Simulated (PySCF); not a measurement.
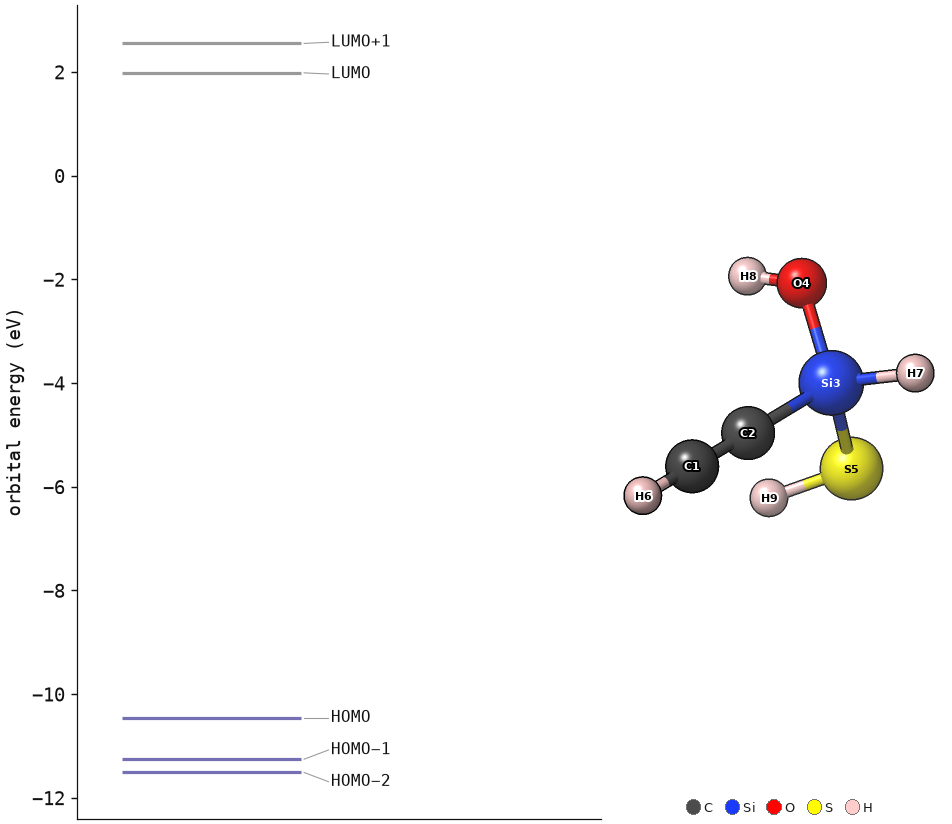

C₂H₄OSSi, SMILES C#C[Si@H](O)S. Hartree-Fock orbital energies near the frontier, HF/def2-SVPD with PySCF 2.14.0, at a PBE0-D3(BJ)/def2-SVP geometry (no frequency check), isolated molecule; empty levels in grey, levels within 0.03 eV side by side.

Q: Where do the frontier orbitals lie?

A: HOMO at −10.46 eV, LUMO at 1.98 eV, 12.44 eV apart.

Q: How does −ε(HOMO) compare with the ΔSCF vertical ionisation energy at this level?

A: −ε(HOMO) is 10.46 eV, the ΔSCF value 8.96 eV; the orbital energy is 1.50 eV too deep.

Known limits of this run: empty levels above zero depend strongly on the basis.
